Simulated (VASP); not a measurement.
Band structure of Mg$_{2}$Si (antifluorite). All values below come from LDA (Ceperley-Alder, Perdew-Zunger), VASP's LDA PAW potentials (set 64) (plane waves; VASP).

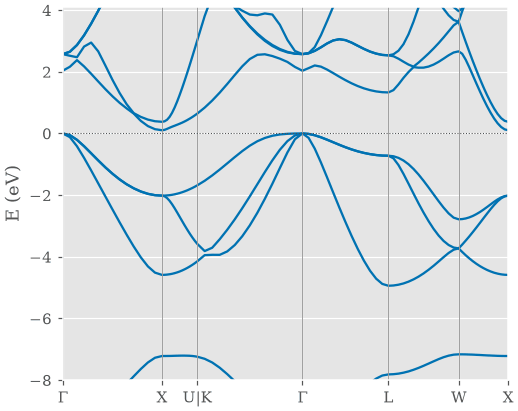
Figure: Bands along high-symmetry lines, zero at the valence-band maximum or, without a gap, the Fermi level

Question: Read the plot: is there a gap, and where are the band edges?

Answer: The gap is indirect, 0.10 eV, from the valence maximum at Γ to the conduction minimum at X. (Edges off the drawn lines would not show.)

Measured: gap 0.77 eV (computed value off by -0.67 eV), as given by Byungki Ryu et al., Journal of the Korean Physical Society (2019), arXiv:1905.06140.

The compound is Mg2Si in the antifluorite structure. It was relaxed first.
